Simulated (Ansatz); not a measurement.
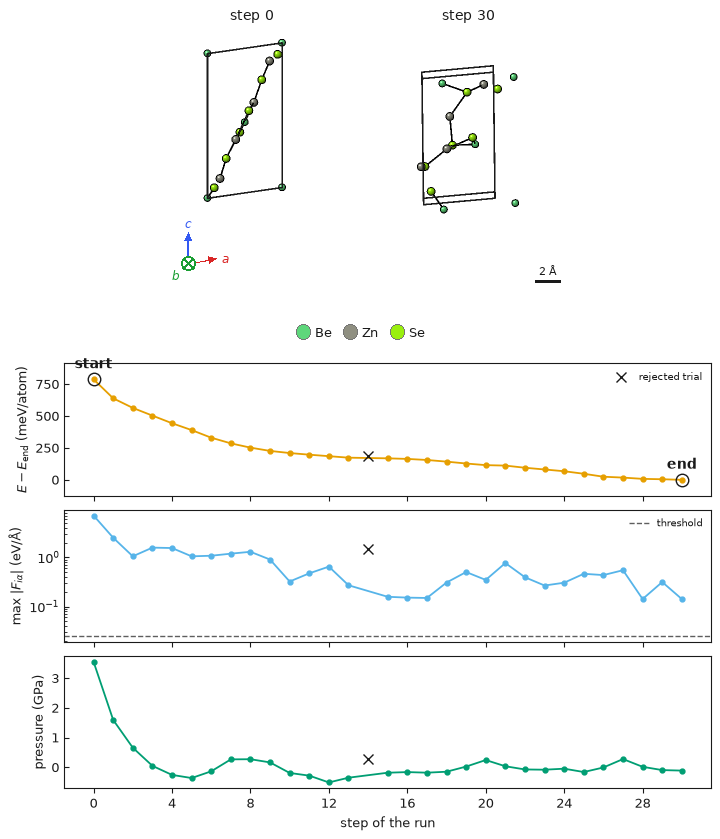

First and last geometry of a relaxation of solid BeZn$_{2}$Se$_{3}$ (a generated structure, set up in P1) (coarse preliminary run), with the history of the run. The picture is a ball-and-stick view of the cell of the calculation, seen along the b axis.

Level of theory: DFT PBE, scalar-relativistic, plane waves, PAW (Ansatz 0.2.0). (plane-wave cutoff 420 eV; k-point mesh 2 × 2 × 1; occupations gaussian; smearing width 0.1 eV; no spin polarisation; cell and atoms relaxed; force threshold 0.025 eV/Å; at most 60 steps)

What do the curves and the structures tell?

The run was cut off at its time limit before the relaxation converged, so the last structure is only a point on the way. After 29 accepted moves (30 points after the start) the energy has fallen by 788 meV per atom. Largest force component: 7.1 eV/Å at the start, 0.14 eV/Å at the end. The pressure goes from 3.55 to −0.11 GPa. The line search rejected the trial step at point 14 of the run. The largest move relative to the cell is that of a Zn atom, 1.73 Å along [−3 0 2]. By element the largest moves are Zn 1.73 Å, Be 1.69 Å, Se 1.50 Å. The volume changes by −16.6 %, with a 6.517 → 6.229 Å (−4.4 %), b 7.191 → 7.242 Å (+0.7 %), c 11.669 → 10.211 Å (−12.5 %), α 90.2° → 99.0°, β 82.4° → 87.7°, γ 68.8° → 68.6°. Some distances before and after: Se–Zn 5.894 → 2.454 Å, Se–Zn 5.876 → 2.457 Å, Be–Se 4.970 → 2.174 Å, Be–Se 4.873 → 2.181 Å. New bonds form: Be–Se (4.87 → 2.18 Å), Be–Se (4.97 → 2.17 Å), Se–Zn (5.88 → 2.46 Å), Se–Zn (5.89 → 2.45 Å). Bonds break: Be–Zn (1.83 → 2.64 Å), Se–Zn (2.81 → 4.44 Å). Among the angles between lasting bonds that change: Zn–Se–Zn 175.5° → 112.7°, Zn–Se–Zn 172.2° → 110.6°, Se–Be–Se 174.6° → 116.2°. The space group stays P1 (No. 1).

| step | E − E(0), meV/atom | largest force component, eV/Å | pressure, GPa | volume, Å³/atom | note |
| --- | --- | --- | --- | --- | --- |
| 0 | 0.00 | 7.0643 | 3.55 | 42.063 |  |
| 1 | -148.86 | 2.5006 | 1.60 | 43.128 |  |
| 2 | -224.13 | 1.0494 | 0.66 | 43.858 |  |
| 3 | -284.47 | 1.5747 | 0.05 | 44.287 |  |
| 4 | -344.31 | 1.5451 | -0.26 | 44.160 |  |
| 5 | -398.04 | 1.0485 | -0.36 | 43.965 |  |
| 6 | -457.79 | 1.0773 | -0.13 | 44.358 |  |
| 7 | -502.13 | 1.1873 | 0.27 | 44.444 |  |
| 8 | -535.68 | 1.2960 | 0.27 | 44.756 |  |
| 9 | -561.37 | 0.9010 | 0.16 | 45.130 |  |
| 10 | -578.05 | 0.3225 | -0.19 | 45.307 |  |
| 11 | -590.94 | 0.4730 | -0.28 | 44.769 |  |
| 12 | -602.59 | 0.6473 | -0.51 | 44.616 |  |
| 13 | -614.32 | 0.2705 | -0.35 | 44.084 |  |
| 14 | -600.64 | 1.4461 | 0.29 | 43.192 | rejected |
| 15 | -619.53 | 0.1578 | -0.18 | 43.371 |  |
| 16 | -624.07 | 0.1518 | -0.16 | 42.385 |  |
| 17 | -632.47 | 0.1493 | -0.18 | 40.644 |  |
| 18 | -645.38 | 0.3072 | -0.15 | 38.583 |  |
| 19 | -660.12 | 0.5026 | 0.02 | 37.002 |  |
| 21 | -676.47 | 0.7656 | 0.04 | 36.434 |  |
| 22 | -693.34 | 0.3935 | -0.07 | 35.652 |  |
| 23 | -706.92 | 0.2673 | -0.08 | 35.154 |  |
| 24 | -720.77 | 0.3050 | -0.05 | 34.871 |  |
| 25 | -740.52 | 0.4631 | -0.16 | 34.608 |  |
| 26 | -763.74 | 0.4355 | -0.01 | 34.175 |  |
| 27 | -770.52 | 0.5472 | 0.28 | 34.179 |  |
| 28 | -780.50 | 0.1420 | 0.02 | 34.281 |  |
| 29 | -783.50 | 0.3146 | -0.09 | 34.383 |  |
| 30 | -788.07 | 0.1418 | -0.11 | 35.096 |  |
